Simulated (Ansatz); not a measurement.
**How far to go with the plane-wave cutoff: LuBr3 (P3m1, 8 atoms in the cell)**

```
LuBr3
1.0
   10.17123     0.00000     0.00000
   -5.08562     8.80855     0.00000
    0.00000     0.00000     3.64346
Lu Br
2 6
Direct
  0.33333   0.66667   0.76372
  0.66667   0.33333   0.25000
  0.21557   0.43115   0.25000
  0.78443   0.56885   0.75000
  0.78443   0.21557   0.75000
  0.21557   0.78443   0.25000
  0.56885   0.78443   0.25000
  0.43115   0.21557   0.75000
```

Computed with PBEsol, default PAW files made with PBE (plane waves; Ansatz, an electronic-structure program).

Base settings: basis.ecutwfc = 420 eV; kpoints.mp_grid.grid = 1 1 3; hamiltonian.xc = pbesol; hamiltonian.pseudopotentials = {kind: paw} (the program's default PAW files); scf.occupations.method = fixed.

The second cell is the first with its lattice scaled by 0.98.

The mesh stays at the base's, so the ladder's end is converged at best in this setting alone.

The first pressure column holds Ansatz's estimate of the finite-basis (Pulay) stress, which hides part of the cutoff error; the other is without it.

Only quantities that move along the ladder and can be compared are tabulated; the gap is left out on so coarse a mesh.

The count of work is k-points × plane waves × bands × iterations; it is no time. 

The starting cell comes from a database of computed structures (which also holds hypothetical and non-ambient phases and stackings), without a prior relaxation at this level. Its lattice was rescaled by up to half a per cent. One atom was moved a little off its site on purpose.

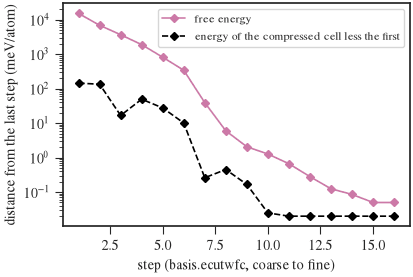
Distance from the last step along the ladder; very small values are drawn at a floor.

```tsv
basis.ecutwfc	free energy less the last step's (meV/atom)	energy of the compressed cell less the first (meV/atom)	pressure (GPa)	pressure without the Pulay estimate (GPa)	largest difference of a force vector from the last step's (eV/Å)	count of work / last
145 eV	15230.96	153.38	0.01	-192.94	0.621	0.055
170 eV	6916.58	-126.25	0.53	-94.77	0.157	0.069
190 eV	3678.51	25.09	-0.06	-59.80	0.118	0.072
210 eV	1897.30	-41.11	0.19	-38.69	0.045	0.084
230 eV	818.93	36.02	-0.05	-21.51	0.033	0.11
250 eV	342.62	18.52	-0.26	-10.85	0.024	0.12
295 eV	39.34	8.13	-0.31	-1.87	0.023	0.16
335 eV	6.00	8.84	-0.40	-0.60	0.007	0.19
380 eV	2.07	8.56	-0.42	-0.45	0.002	0.23
420 eV	1.27	8.42	-0.43	-0.45	0.001	0.26
460 eV	0.66	8.39	-0.43	-0.44	0.000	0.31
505 eV	0.28	8.40	-0.43	-0.43	0.000	0.31
565 eV	0.12	8.40	-0.43	-0.43	0.000	0.37
630 eV	0.09	8.40	-0.43	-0.43	0.000	0.49
735 eV	0.05	8.39	-0.43	-0.43	0.000	0.62
840 eV	0.02	8.39	-0.43	-0.43	0.000	0.67
1010 eV	0.00	8.39	-0.43	-0.43	0.000	1.0
```

Coarsest basis.ecutwfc that holds the free energy within 1 meV/atom of the last step, with all finer ones: 460 eV, at 0.31 of the last step's count of work; the step before is off by 1.3 meV/atom.

Coarsest basis.ecutwfc that holds the energy of the compressed cell less the first within 0.2 meV/atom of the last step, with all finer ones: 380 eV, at 0.23 of the last step's count of work; the step before is off by 0.45 meV/atom.

Coarsest basis.ecutwfc that holds the pressure within 0.1 GPa of the last step, with all finer ones: 335 eV, at 0.19 of the last step's count of work; the step before is off by 0.12 GPa.

The energy difference between the two cells stays within 1 meV/atom of the last step's from 295 eV on, the total only from 460 eV on: much of the error is common to both cells and cancels.

At the lowest cutoff the pressure without the Pulay estimate lies 193 GPa under the last step's, the usual sign of Pulay stress in an incomplete plane-wave basis.

Keys are those of Ansatz 0.2.
